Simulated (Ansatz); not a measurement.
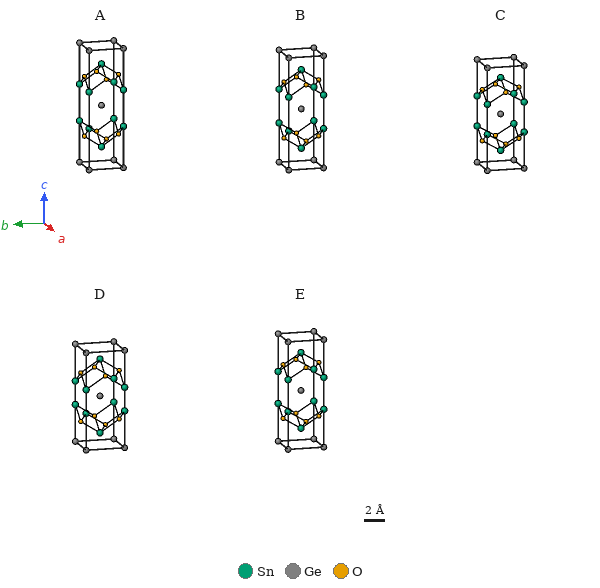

5 geometries from one relaxation of solid Sn₂GeO₂ (a generated structure, set up in I4/mmm) (coarse preliminary run), in shuffled order. A ball-and-stick model of the conventional cell (2 times the calculation's cell), seen from a free direction. Lengths and directions refer to the drawn axes.

All numbers below come from Ansatz 0.2.0, DFT PBE, scalar-relativistic, plane waves, PAW. Set-up: plane-wave cutoff 420 eV; k-point mesh 6 × 6 × 6; occupations gaussian; smearing width 0.1 eV; no spin polarisation; cell and atoms relaxed; force threshold 0.04 eV/Å; at most 70 steps.

> Put them in the order of the run, from the start to the converged end.

D, C, E, B, A. They are steps 0, 2, 3, 4, 10, at +595 meV per atom, +170 meV per atom, +83.9 meV per atom, +34.3 meV per atom relative to the last. Over 8 accepted moves (10 points after the start) the energy falls by 595 meV per atom. The largest force component goes from 5.8 to 0.017 eV/Å. Pressure: −3.80 GPa at the start and 0.03 GPa at the end. The SCF was repeated twice at an unchanged geometry on a basis and grid sized afresh for the cell, which shifted the energy by 19.6 meV per atom at most. The largest moves relative to the cell, 0.41 Å, are those of Sn atoms. Ge and O stay in place. The drawn cell changes as follows: a = b 4.148 → 3.700 Å (−10.8 %), c 10.377 → 12.727 Å (+22.6 %); the volume changes by −2.4 %. Some distances before and after: Sn–Sn 2.517 → 3.899 Å, O–Sn 2.467 → 2.223 Å. The space group stays I4/mmm (No. 139).
